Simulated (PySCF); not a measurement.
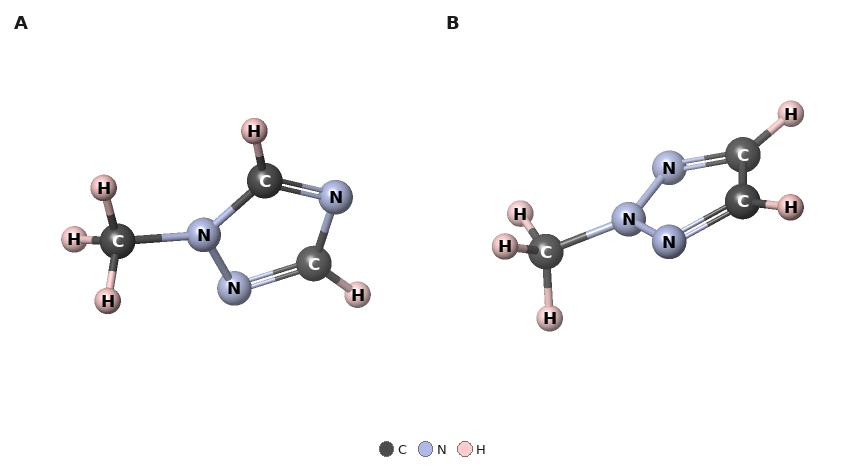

2 stationary structures of one formula. Geometries: PBE0-D3(BJ)/def2-SVP. Electronic energies: PBE0-D3(BJ)/def2-SVP (PySCF 2.14.0), without zero-point energy. No frequency run is at hand to confirm each as a minimum.

> Rank them by energy, lowest first.

A is lowest; B lies 0.496 eV above it. A is `Cn1cncn1`, B is `Cn1nccn1`.
